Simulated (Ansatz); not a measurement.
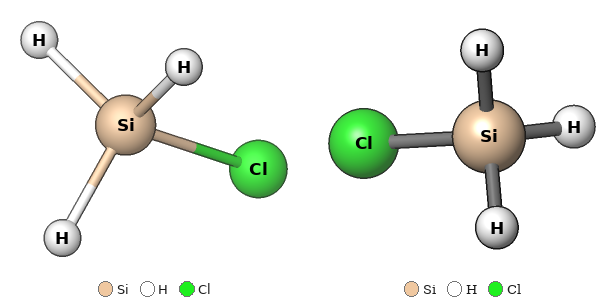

Both panels show the same species.

Computed geometry: PBE0-D4/def2-TZVP optimisation.

Describe the molecule.

Formula ClH3Si. This geometry has C3v symmetry. Coordination: 1 Si tetrahedral.

The parts below concern this one geometry. Atoms keep their numbers from picture to picture.

### Electronic properties

Method: RKS PBE0-D4/def2-TZVPP (Ansatz 0.2.0).

What is the HOMO energy (Kohn–Sham orbital)?

Answer. −9.03 eV.

Give the HOMO–LUMO gap at this level.

Answer. 8.94 eV.

### Dipole moment

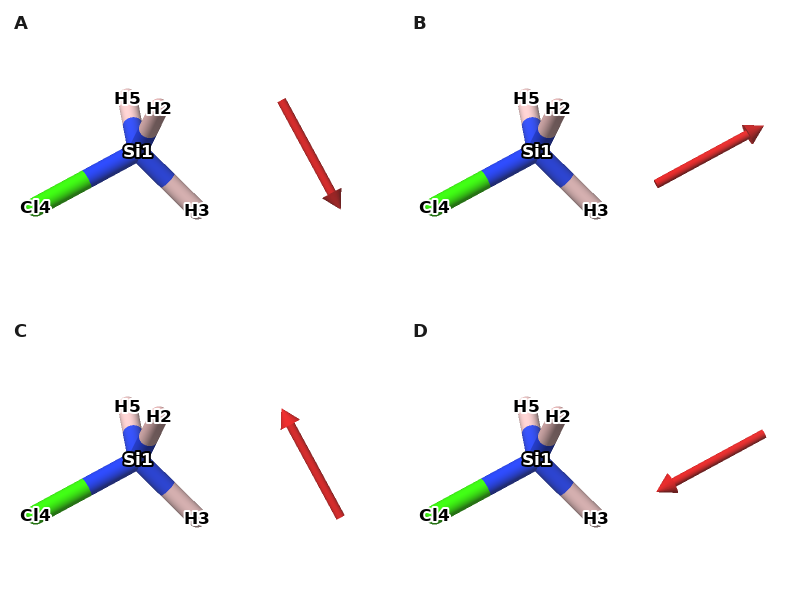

The same molecule four times, each with an arrow. Method: RKS PBE0-D4/def2-TZVP (Ansatz 0.2.0).

Which arrow points along the dipole moment, from the negative to the positive end?

Answer. B. The dipole moment is 1.26 D; it points from the side of Cl4 to the side of H2, H3, H5 (the outermost atoms at the two ends).

### Charges

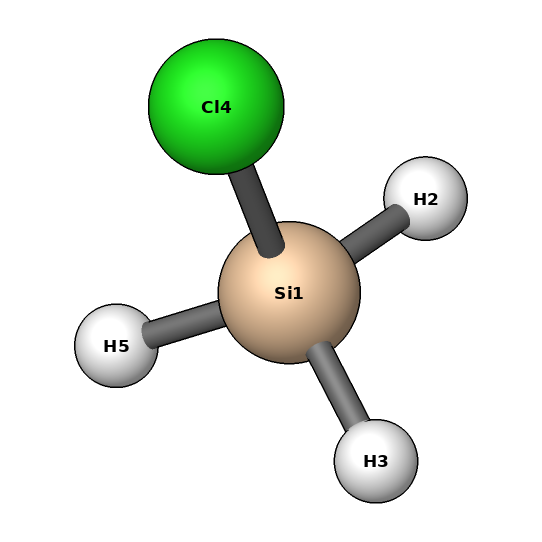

The questions are on Mulliken charges. Method: RKS PBE0-D4/def2-TZVP (Ansatz 0.2.0).

List the Mulliken charges.

```
atom  value (e)
 Si1       0.28
  H2      −0.01
  H3      −0.01
 Cl4      −0.25
  H5      −0.01
```

Mulliken values depend strongly on the basis set and can even reverse the polarity of a bond.
